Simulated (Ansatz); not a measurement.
System: a slab cut from Si₂Ni (slab content Si₁₂Ni₅), space group Fm-3m (No. 225).

The given structure:
```yaml
crystal:
  lattice:
    - [0.00000, 2.69570, 2.69570]
    - [2.69570, 0.00000, 2.69570]
    - [2.69570, 2.69570, 0.00000]
  atoms:
    - { symbol: Si, position: [0.25000, 0.25000, 0.25000] }
    - { symbol: Si, position: [0.75000, 0.75000, 0.75000] }
    - { symbol: Ni, position: [0.00000, 0.00000, 0.00000] }
```

One of the inputs:
```
crystal:
  lattice:
    - [3.8123023566, 0.0, 0.0]
    - [0.0, 3.8123023566, 0.0]
    - [0.0, 0.0, 28.4785242413]
  atoms:
    - { symbol: Si, position: [0.5, 0.0, 0.2633563431] }
    - { symbol: Si, position: [0.0, 0.5, 0.2633563431] }
    - { symbol: Ni, position: [0.5, 0.5, 0.3106850744] }
    - { symbol: Si, position: [0.0, 0.5, 0.3580138058] }
    - { symbol: Si, position: [0.5, 0.0, 0.3580138058] }
    - { symbol: Ni, position: [0.0, 0.0, 0.4053425372] }
    - { symbol: Si, position: [0.5, 0.0, 0.4526712686] }
    - { symbol: Si, position: [0.0, 0.5, 0.4526712686] }
    - { symbol: Ni, position: [0.5, 0.5, 0.5] }
    - { symbol: Si, position: [0.0, 0.5, 0.5473287314] }
    - { symbol: Si, position: [0.5, 0.0, 0.5473287314] }
    - { symbol: Ni, position: [0.0, 0.0, 0.5946574628] }
    - { symbol: Si, position: [0.5, 0.0, 0.6419861942] }
    - { symbol: Si, position: [0.0, 0.5, 0.6419861942] }
    - { symbol: Ni, position: [0.5, 0.5, 0.6893149256] }
    - { symbol: Si, position: [0.0, 0.5, 0.7366436569] }
    - { symbol: Si, position: [0.5, 0.0, 0.7366436569] }
basis:
  ecutwfc: 420
kpoints:
  mp_grid: { grid: [9, 9, 1] }
hamiltonian:
  xc: pbesol
scf:
  occupations: { method: gaussian, width: 0.1 }
output:
  forces: true
  eigenvalues: true
  write_density: true
  write_potential: true
  elf: true
  volumetric_format: npy
relax:
  adjacent_minimum: "off"
  f_tol: 0.02
  max_steps: 60
efield:
  axis: 3
  dipole_correction: true
  ramp_width: 0.04
```

Launched with:
```bash
ansatz run input.yaml --threads 2 --pin off --max-ram 5120MiB --backend cpu --events-out ev --progress --plain --runs-dir out
```

Calculation (Ansatz 0.2.0): spacing and rumpling of the atomic planes of a slab cut from the relaxed bulk cell along the Miller plane (conventional indices), bottom to top, after all atoms relax, plane waves with PAW datasets, Γ-centred k mesh. Level: PBEsol, no spin polarisation.

- space group in which the indices count: 225
- Miller index h: 1
- Miller index k: 0
- Miller index l: 0
- top plane: Si
- bottom plane: Si
- planes: 11
- surface cell: (1, 1)
- slab thickness as cut: 13.48 Å
- vacuum: 15 Å
- surface area: 14.53 Å²
- surface a: 3.812 Å
- surface b: 3.812 Å
- surface angle: 90 °
- slab atoms: 17
- wave cutoff: 420 eV
- k mesh: 9×9×1
- occupations: Gaussian
- smearing width: 0.1 eV
- boundary: dipole corrected

Describe the result: the spacing change of each pair of planes. The cases: 1–2; 2–3; 3–4; 4–5; 5–6; 6–7; 7–8; 8–9; 9–10; 10–11.

The least value, −0.100 Å, is that of 2–3 and 9–10, and the largest, 0.146 Å, that of 1–2 and 10–11.

```
pair of planes  spacing change (Å)  spacing to next (Å)  content of the two planes
           1–2               0.146                1.494                 Si2 and Ni
           2–3              -0.100                1.248                 Ni and Si2
           3–4               0.005                1.353                 Si2 and Ni
           4–5              -0.038                1.310                 Ni and Si2
           5–6              -0.007                1.341                 Si2 and Ni
           6–7              -0.007                1.341                 Ni and Si2
           7–8              -0.038                1.310                 Si2 and Ni
           8–9               0.005                1.353                 Ni and Si2
          9–10              -0.100                1.248                 Si2 and Ni
         10–11               0.146                1.494                 Ni and Si2
```

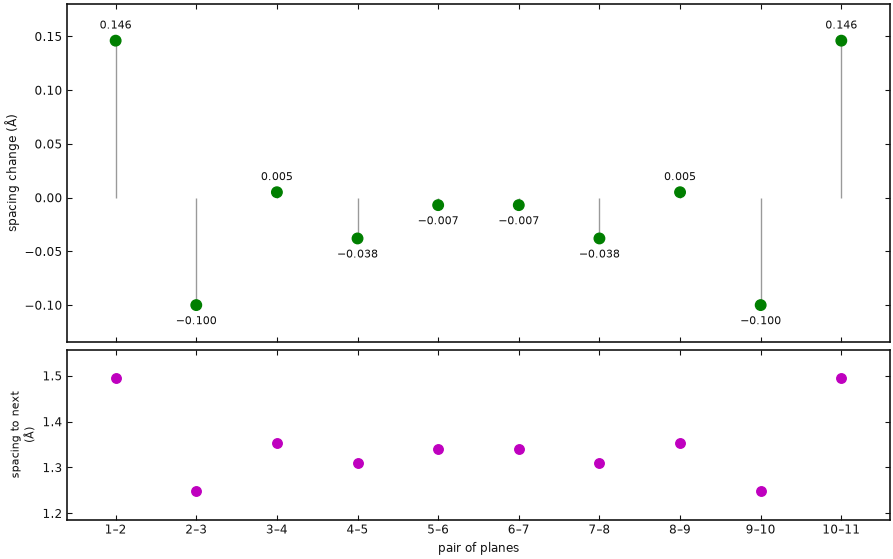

Keep in mind: k mesh lowers the symmetry; no spin polarisation, a magnetic state may lie lower; xc potential rough in thin density.
